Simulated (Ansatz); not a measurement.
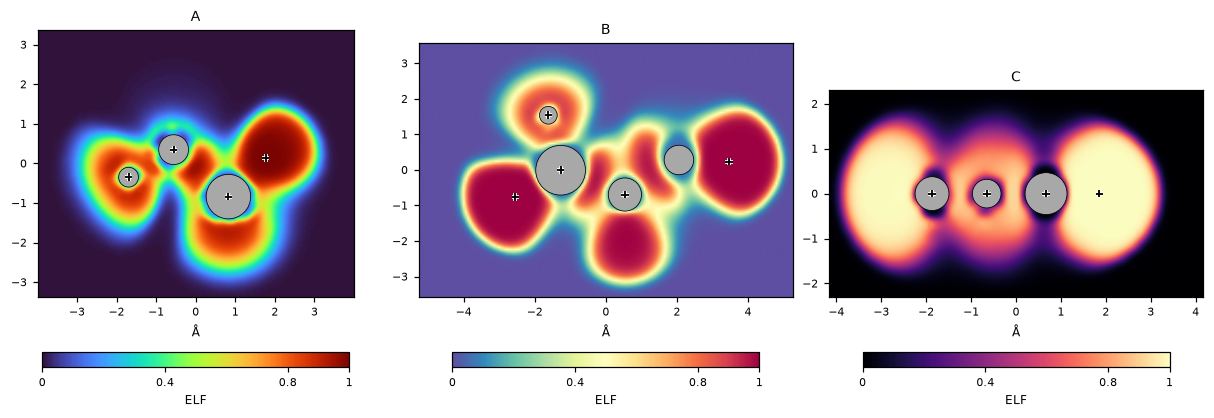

The ELF of 3 systems, each on a plane through atoms (crosses mark nuclei in the plane; grey discs cover the cores).

All numbers below come from isolated molecule in a Gaussian basis; Kohn-Sham density functional theory, functional PBE0 (Ansatz 0.2.0).

System 1: BF₂H₄Si₂ (charge +1), the plane of atoms F3, Si5 and H9. Geometry: B3LYP/6-31G*.

```xyz
9

B     2.0153    0.3377   -0.4047
F     1.7511   -2.6128    0.5191
F     4.5540    0.2024    1.3775
Si    1.0609   -1.2063    0.2801
Si    3.8861    0.6421    0.0091
H    -0.3890   -1.3551    0.5337
H     1.9075    0.2515   -1.6088
H     1.4510    1.3358   -0.0125
H     4.8867    1.4060   -0.7680
```

System 2: CHF₃S (SMILES FC(F)(F)S), the plane of atoms F3, C1 and S5. Geometry: B3LYP-D3(BJ)/def2-SVP.

```xyz
6

C    -2.7298    2.4020    0.2257
F    -3.1978    1.9270    1.3851
F    -1.4846    1.9530    0.0590
F    -3.4958    1.8909   -0.7442
S    -2.6810    4.2244    0.1880
H    -4.0154    4.3447    0.3736
```

System 3: CHBN (SMILES [BH+][N+]#[C-]) (charge +1), a plane that holds the molecular axis. Geometry: PBE0-D3(BJ)/def2-SVP.

```yaml
atoms:
  - { symbol: C, position_ang: [0.0000, 0.0000, -1.8704] }
  - { symbol: B, position_ang: [0.0000, 0.0000, 0.6679] }
  - { symbol: N, position_ang: [0.0000, 0.0000, -0.6532] }
  - { symbol: H, position_ang: [0.0000, 0.0000, 1.8557] }
```

Q: Which map belongs to which system?

A: Panel A is system 2, CHF₃S: the plane holds C, F, S and H. C–F (1.33 Å): the ELF peaks at about 0.85 between the atoms, as expected for a shared but strongly polarised pair. Panel B is system 1, BF₂H₄Si₂: the plane holds B, F, Si and H. Si–F (1.58 Å): the ELF peaks at about 0.85 in the valence shell of F, 0.6 Å from its nucleus, and is about 0.50 at the midpoint. Panel C is system 3, CHBN: the plane holds C, B, N and H. C–N (1.22 Å): the ELF peaks at about 0.90 between the atoms: a multiple bond.
